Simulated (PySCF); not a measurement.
# C4H8Cl2O2Si (SMILES ClC(Cl)[SiH]1OCCCO1): what the fields show

```json
{"atom": "Cl", "x (Å)": "5.9787", "y (Å)": "1.4736", "z (Å)": "0.1804"}
{"atom": "C", "x (Å)": "4.9997", "y (Å)": "0.0407", "z (Å)": "-0.2255"}
{"atom": "Cl", "x (Å)": "5.8125", "y (Å)": "-1.4760", "z (Å)": "0.2379"}
{"atom": "Si", "x (Å)": "3.3609", "y (Å)": "0.1544", "z (Å)": "0.7073"}
{"atom": "O", "x (Å)": "2.5763", "y (Å)": "1.5321", "z (Å)": "0.2231"}
{"atom": "C", "x (Å)": "1.1801", "y (Å)": "1.5598", "z (Å)": "0.0106"}
{"atom": "C", "x (Å)": "0.6837", "y (Å)": "0.3170", "z (Å)": "-0.7133"}
{"atom": "C", "x (Å)": "1.0138", "y (Å)": "-0.9639", "z (Å)": "0.0386"}
{"atom": "O", "x (Å)": "2.4028", "y (Å)": "-1.1180", "z (Å)": "0.2458"}
{"atom": "H", "x (Å)": "4.8777", "y (Å)": "0.0262", "z (Å)": "-1.3163"}
{"atom": "H", "x (Å)": "3.6552", "y (Å)": "0.1478", "z (Å)": "2.1627"}
{"atom": "H", "x (Å)": "0.9506", "y (Å)": "2.4638", "z (Å)": "-0.5753"}
{"atom": "H", "x (Å)": "0.6551", "y (Å)": "1.6634", "z (Å)": "0.9808"}
{"atom": "H", "x (Å)": "-0.4071", "y (Å)": "0.3873", "z (Å)": "-0.8564"}
{"atom": "H", "x (Å)": "1.1415", "y (Å)": "0.2753", "z (Å)": "-1.7165"}
{"atom": "H", "x (Å)": "0.6623", "y (Å)": "-1.8423", "z (Å)": "-0.5251"}
{"atom": "H", "x (Å)": "0.4855", "y (Å)": "-0.9741", "z (Å)": "1.0125"}
```

Geometry: PBE0-D3(BJ)/def2-SVP.

All numbers below come from PySCF, PBE0/pcSseg-1, SCF density, gas phase, non-relativistic.

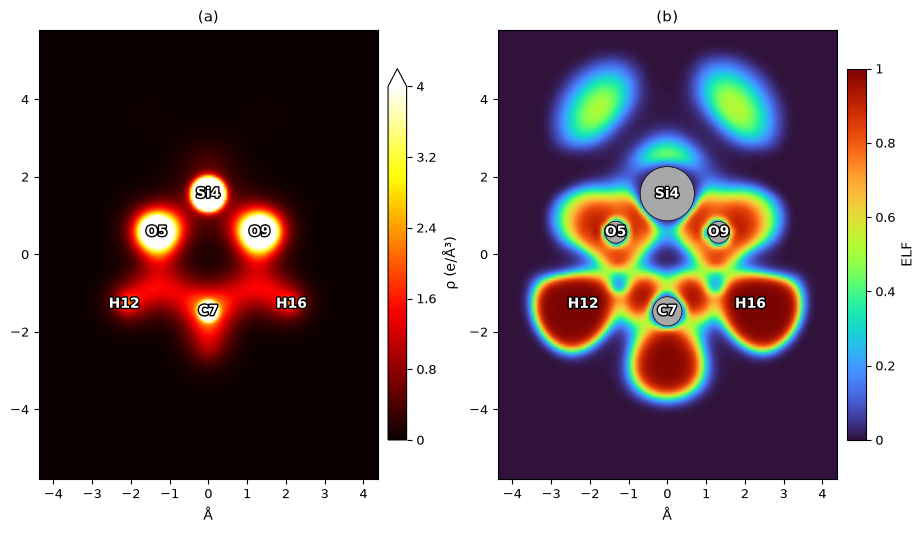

Figure 1. (a) electron density; (b) electron localisation function on the plane of atoms O5, Si4 and O9. Grey discs cover the atomic cores in the ELF map.

Q: Read the bonding off the picture.

A: The plane passes through Si, O, C and H nuclei.
Si–O (1.66 Å): ρ at the midpoint is about 1.1 e/Å³; the ELF peaks at about 0.85 between the atoms: a shared but strongly polarised pair.
The ELF also peaks beside O5 and O9, away from the bonds: lone-pair regions.

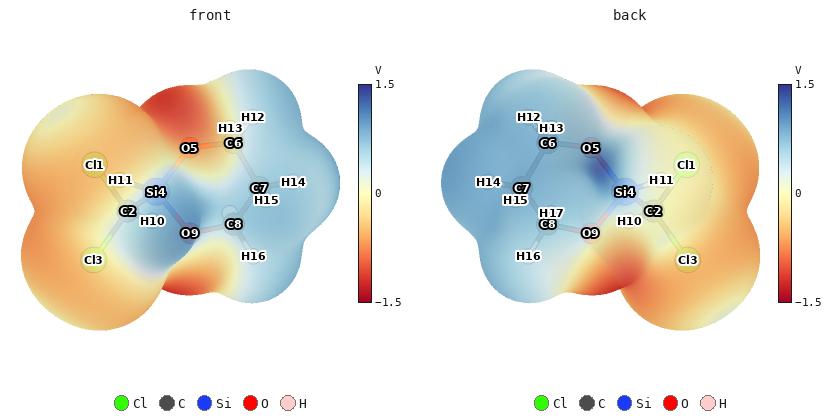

Figure 2. The electrostatic potential painted on the density surface at 0.001 e/bohr³, seen from the front and from behind; red is negative and blue positive.

Q: Where is the surface potential most negative and most positive?

A: The most negative region (about −1.2 V, or −28 kcal/mol for a unit charge) lies over O5 and O9, the most positive (about +1.1 V, or +25 kcal/mol for a unit charge) over Si4 and C8.
